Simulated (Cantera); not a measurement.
Feed: 1 mol HMDSO, 0.34 mol O2, 7.4 mol N2, 0.42 mol NO, equilibrated at 1.00 Torr.

These are equilibrium values from Cantera (NASA tables, ideal gas, pure condensed phases), not measurements of a reactor. Candidate condensed phases: C, C6H6, C7H8, C8H18, H2O, Si, SiC, SiO2, Si2N2O, Si3N4; 151 gas species. The feed counts by its element totals alone. Mutual solubility and eutectic melting of coexisting phases are not modelled. Kinetics and transport are ignored.

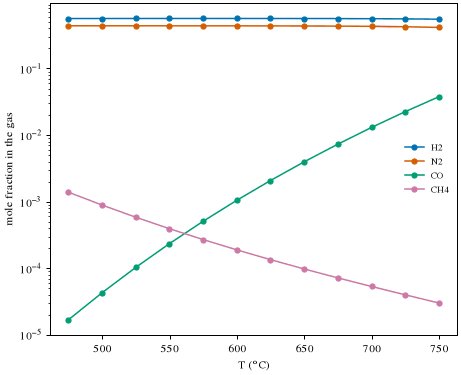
Figure: Equilibrium gas composition (values under 1e-9 drawn at 1e-9)

Question: Read off the mole fractions at 675 °C.

Answer: H2 about 0.56, N2 about 0.43, CO about 0.0073, CH4 about 7.2e-5.
